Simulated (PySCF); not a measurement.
| atom | x (Å) | y (Å) | z (Å) |
| --- | --- | --- | --- |
| C | 1.0678 | 2.6500 | -1.6252 |
| C | 0.7866 | 1.6211 | -1.0660 |
| B | 0.3612 | 0.3519 | -0.3588 |
| N | 1.3342 | -0.5945 | 0.0555 |
| B | 2.7330 | -0.5448 | -0.0794 |
| P | 3.8042 | -1.9182 | 0.6795 |
| C | -1.2070 | 0.1274 | -0.0712 |
| C | -1.5353 | -1.2453 | 0.5307 |
| C | -2.0080 | 0.2872 | -1.3734 |
| C | -1.6728 | 1.2126 | 0.9156 |
| H | 1.3287 | 3.5449 | -2.1132 |
| H | 0.9587 | -1.4120 | 0.5218 |
| H | 3.2351 | 0.3873 | -0.5779 |
| H | 4.6646 | -2.1015 | -0.3858 |
| H | 3.0070 | -3.0039 | 0.3536 |
| H | -2.6090 | -1.3386 | 0.6891 |
| H | -1.0467 | -1.3797 | 1.4948 |
| H | -1.2270 | -2.0485 | -0.1371 |
| H | -1.8247 | 1.2628 | -1.8168 |
| H | -3.0753 | 0.1900 | -1.1778 |
| H | -1.7221 | -0.4736 | -2.0970 |
| H | -1.1410 | 1.1273 | 1.8615 |
| H | -1.4840 | 2.2028 | 0.5078 |
| H | -2.7401 | 1.1149 | 1.1108 |

Geometry: GFN2-xTB.

Theory: PBE0/pcSseg-1, SCF density, gas phase, non-relativistic (PySCF 2.14.0).

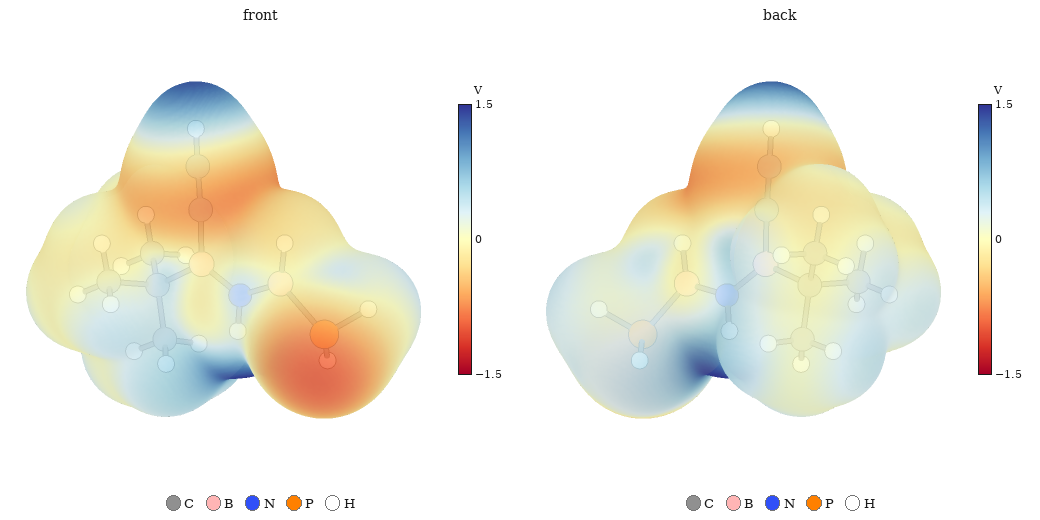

C$_{6}$H$_{14}$B$_{2}$NP. The molecular electrostatic potential painted on the density surface at 0.001 e/bohr³, seen from the front and from behind; the colour scale runs from red (negative) to blue (positive).

Question: Describe the electrostatic potential map.

Answer: The most negative region (about −0.9 V) lies over P6, the most positive (about +1.4 V) over H12.

Question: What dipole moment does the calculation give?

Answer: Its dipole moment is 1.34 D.
